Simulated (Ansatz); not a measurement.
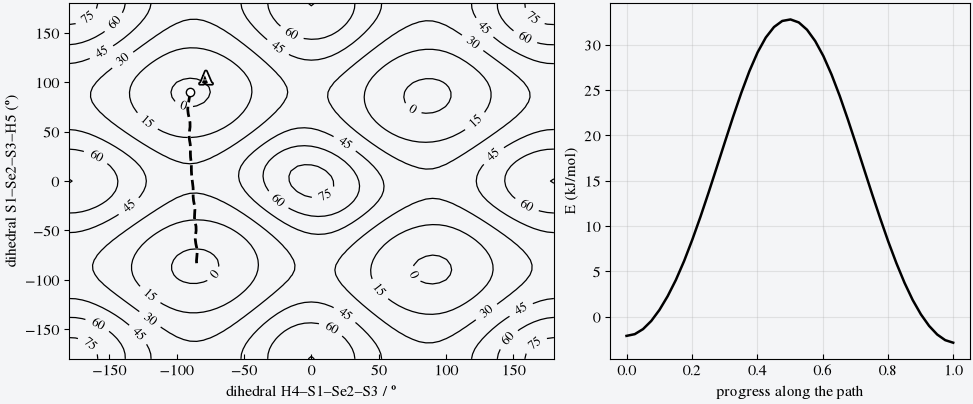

H2S2Se, SMILES S[Se]S. The first coordinate is: dihedral H4–S1–Se2–S3; the second: dihedral S1–Se2–S3–H5. Nothing is relaxed (all other coordinates rigid). The scan uses a 9 × 9 grid; 25 points were computed and 56 follow by symmetry. Points are written as (first, second). Energies: kJ/mol, counted from the lowest grid point. These are results of RHF-MP2, frozen core/def2-TZVP (Ansatz), not measurements.

The picture shows contour lines labelled in kJ/mol, a line along the lowest path, the energy along the path at the right, the start A. Between grid points the surface is interpolated.

Describe the path and its barrier.

Answer. The easiest path leads from the well at about (−90°, 90°) to a well of about the same depth at about (−85°, −85°). Its highest point lies about 35 kJ/mol above the bottom of the first well on the interpolated surface, at about (−90°, 0°). This is the barrier on the constrained surface; relaxing the other coordinates would change it.
